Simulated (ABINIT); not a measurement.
# MgS (Niningerite): G0W0 in ABINIT against the bands in the self-energy, part 2 of 2

Aim: move the bands in the self-energy of a G0W0 run on MgS (Niningerite) over a wide range.

ABINIT 10.8.3; LDA and many-body steps on it, plane waves. Known limits of the many-body steps: not at the basis limit; coarse k mesh.

So far. Step 2 (Screening, 4×4×4 mesh, 113 bands, screening to 217.7 eV): Local fields lower ε∞ by 13 %. On a Γ-centred mesh this coarse the value itself is usually too large, while a short band sum pulls it down.

**5. 34 bands**

Level of this step: G0W0 on LDA, plane waves, norm-conserving pseudopotentials (ABINIT).

The self-energy is evaluated for the states that the input lists, and the levels follow from it, in one-shot runs by the linearised quasiparticle equation.

run.abi reads:

```
acell 3*1.0 Angstrom
rprim 
  0.000000000000 2.601650000000 2.601650000000
  2.601650000000 0.000000000000 2.601650000000
  2.601650000000 2.601650000000 0.000000000000
ntypat 2
znucl 12 16
natom 2
typat 1 2
xred 
  0.000000000000 0.000000000000 0.000000000000
  0.500000000000 0.500000000000 0.500000000000
pp_dirpath "pseudos"
pseudos "Mg.upf, S.upf"
ecut 38
ngkpt 4 4 4
nshiftk 1
shiftk 0 0 0
kptopt 1
chksymbreak 0
istwfk *1
occopt 1
irdwfk 1
optdriver 4
nband 34
gwcalctyp 0
ecutsigx 38
symsigma 1
nkptgw 2
kptgw 
  0.0000000000 0.0000000000 0.0000000000
  0.5000000000 0.5000000000 0.0000000000
bdgw 
  6 12
  7 10
ecuteps 8
irdscr 1
ppmodel 1
indata_prefix "in"
outdata_prefix "out"
tmpdata_prefix "tmp"
```

Launch:

```console
$ OMP_NUM_THREADS=1 mpirun -n 4 abinit run.abi > log
```

What it wrote:

```text
.Version 10.8.3 of ABINIT. v10.8.2 released Aug 2026.

 Symmetries : space group Fm -3 m (#225); Bravais cF (face-center cubic)
[... echo of the input left out ...]
== DATASET  1 ==================================================================
-   mpi_nproc: 4, omp_nthreads: 1 (-1 if OMP is not activated)

--- !DatasetInfo
iteration_state: {dtset: 1, }
dimensions: {natom: 2, nkpt: 8, mband: 34, nsppol: 1, nspinor: 1, nspden: 1, mpw: 2698, }
cutoff_energies: {ecut:  38.0, pawecutdg:  -1.0, }
[...]
Band     E0 <VxcDFT>   SigX SigC(E0)      Z dSigC/dE  Sig(E)    E-E0       E
[...]
9   6.683 -10.852  -6.192  -3.436   0.818  -0.222  -9.850   1.002   7.685
       10   8.392  -8.957  -4.414  -3.556   0.823  -0.215  -8.145   0.812   9.204

== END DATASET(S) ==============================================================
================================================================================

 -outvars: echo values of variables after computation  --------
           etotal      0.0000000000E+00
            nband          34
             nkpt           8
          spgroup         225
 [... the other variables as echoed above ...]

 Calculation completed.
```

Wall time 13 s (4 MPI ranks of Arm Neoverse N1, shared host); peak memory 0.58 GiB.

This step gave:

| Item | Value |
| --- | --- |
| G0W0 gap on the points computed | 4.267 eV |
| starting gap on the mesh | 2.559 eV |
| k of the valence top | 0, 0, 0 |
| k of the conduction bottom | 0.5, 0.5, 0 |
| least direct G0W0 gap on the computed points | 5.074 eV |

The gap on the mesh goes from 2.56 eV to 4.27 eV, a correction of +1.71 eV.

**6. 69 bands**

run.abi: that of step 5 with these lines changed.

```diff
@@ -24,3 +24,3 @@
 optdriver 4
-nband 34
+nband 69
 gwcalctyp 0
```

What it wrote:

```text
.Version 10.8.3 of ABINIT. v10.8.2 released Aug 2026.

 Symmetries : space group Fm -3 m (#225); Bravais cF (face-center cubic)
[... echo of the input left out ...]
== DATASET  1 ==================================================================
-   mpi_nproc: 4, omp_nthreads: 1 (-1 if OMP is not activated)

--- !DatasetInfo
iteration_state: {dtset: 1, }
dimensions: {natom: 2, nkpt: 8, mband: 69, nsppol: 1, nspinor: 1, nspden: 1, mpw: 2698, }
cutoff_energies: {ecut:  38.0, pawecutdg:  -1.0, }
[...]
Band     E0 <VxcDFT>   SigX SigC(E0)      Z dSigC/dE  Sig(E)    E-E0       E
[...]
9   6.683 -10.852  -6.192  -3.681   0.816  -0.225 -10.053   0.799   7.482
       10   8.392  -8.957  -4.414  -3.794   0.821  -0.218  -8.342   0.615   9.006

== END DATASET(S) ==============================================================
================================================================================

 -outvars: echo values of variables after computation  --------
           etotal      0.0000000000E+00
            nband          69
             nkpt           8
          spgroup         225
 [... the other variables as echoed above ...]

 Calculation completed.
```

Wall time 18 s (4 MPI ranks); peak memory 0.67 GiB.

This step gave:

```yaml
g0w0_gap_on_the_points_computed: 4.348 eV
starting_gap_on_the_mesh: 2.559 eV
k_of_the_valence_top: 0, 0, 0
k_of_the_conduction_bottom: 0.5, 0.5, 0
least_direct_g0w0_gap_on_the_computed_points: 5.122 eV
```

Against the run before, the gap moves by +0.081 eV.

**7. 113 bands**

run.abi: that of step 6 with these lines changed.

```diff
@@ -24,3 +24,3 @@
 optdriver 4
-nband 69
+nband 113
 gwcalctyp 0
```

What it wrote:

```text
.Version 10.8.3 of ABINIT. v10.8.2 released Aug 2026.

 Symmetries : space group Fm -3 m (#225); Bravais cF (face-center cubic)
[... echo of the input left out ...]
== DATASET  1 ==================================================================
-   mpi_nproc: 4, omp_nthreads: 1 (-1 if OMP is not activated)

--- !DatasetInfo
iteration_state: {dtset: 1, }
dimensions: {natom: 2, nkpt: 8, mband: 113, nsppol: 1, nspinor: 1, nspden: 1, mpw: 2698, }
cutoff_energies: {ecut:  38.0, pawecutdg:  -1.0, }
[...]
Band     E0 <VxcDFT>   SigX SigC(E0)      Z dSigC/dE  Sig(E)    E-E0       E
[...]
9   6.683 -10.852  -6.192  -3.756   0.816  -0.225 -10.114   0.738   7.421
       10   8.392  -8.957  -4.414  -3.860   0.821  -0.219  -8.397   0.560   8.952

== END DATASET(S) ==============================================================
================================================================================

 -outvars: echo values of variables after computation  --------
           etotal      0.0000000000E+00
            nband         113
             nkpt           8
          spgroup         225
 [... the other variables as echoed above ...]

 Calculation completed.
```

Elapsed: 25 s, on 4 MPI ranks; peak memory 0.79 GiB; 91 s of CPU time.

Numbers from this step:

```
G0W0 gap on the points computed              : 4.384 eV
starting gap on the mesh                     : 2.559 eV
k of the valence top                         : 0, 0, 0
k of the conduction bottom                   : 0.5, 0.5, 0
least direct G0W0 gap on the computed points : 5.147 eV
```

Against the run before, the gap moves by +0.036 eV.

**8. Side by side**

Times are wall times on 4 MPI ranks of Arm Neoverse N1, shared host. The host was busy with other work, so they are no guide to cost. A run's time includes the screening step that it read.

```tsv
run	mesh	bands	screening cutoff (eV)	DFT gap (eV)	gap on the mesh (eV)	direct (eV)	ε∞ used	time
16 bands	4×4×4	16	217.7	2.559	4.112	5.037	6.57	85 s
17 bands	4×4×4	17	217.7	2.559	4.130	5.033	6.57	86 s
34 bands	4×4×4	34	217.7	2.559	4.267	5.074	6.57	90 s
69 bands	4×4×4	69	217.7	2.559	4.348	5.122	6.57	95 s
113 bands	4×4×4	113	217.7	2.559	4.384	5.147	6.57	1.7 min
```

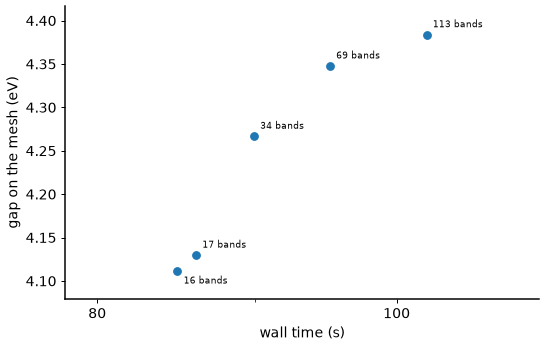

Result against wall time.

**9. Outcome**

| Property | Result |
| --- | --- |
| 16 bands | 4.112 eV |
| 17 bands | 4.130 eV |
| 34 bands | 4.267 eV |
| 69 bands | 4.348 eV |
| 113 bands | 4.384 eV |
| known limits | not at the basis limit; coarse k mesh |

In words: The setting moved: bands in the self-energy. From 16 bands to 113 bands the gap moves by +0.27 eV. The last step still moves it by +0.036 eV. Bands and screening cutoff are coupled, so a series along one setting does not show full convergence. Bands and cutoff are finite, so the gap is not at the basis limit. The miss can reach some tenths of an eV and take either sign; the mesh is an error of its own. In the G0W0 runs levels were corrected at 2 k points alone, so a gap called «on the mesh» is the least over those, and an edge elsewhere would be missed. The 4×4×4 mesh is coarse for this cell, which bears on the long-range parts of exchange and screening.

[Paths, hosts, dates, memory and timing lines, banners, echoed tables and standing remarks are left out of the program output.]

[Logs are printed without paths, hosts, clocks, repeated set-up lines and the standing remarks that a program may print on its own settings, such as how far it seeks lower states.]

[Runs of the session that timed out or met a known fault of the program may be left out.]

[Hosts, paths, dates, database ids (printed as entryN), source tags and the programs' standing remarks are cut or masked in the printed files.]

[G0W0 gaps are taken among the corrected bands and points alone; a level outside them can change the order at an edge.]

[Where Ansatz stands beside ABINIT at settings called matched, ABINIT's density can come from a denser mesh and the files from another edition; pairs whose starting gaps differed by over 0.03 eV were left out, so agreement reads better than it is.]
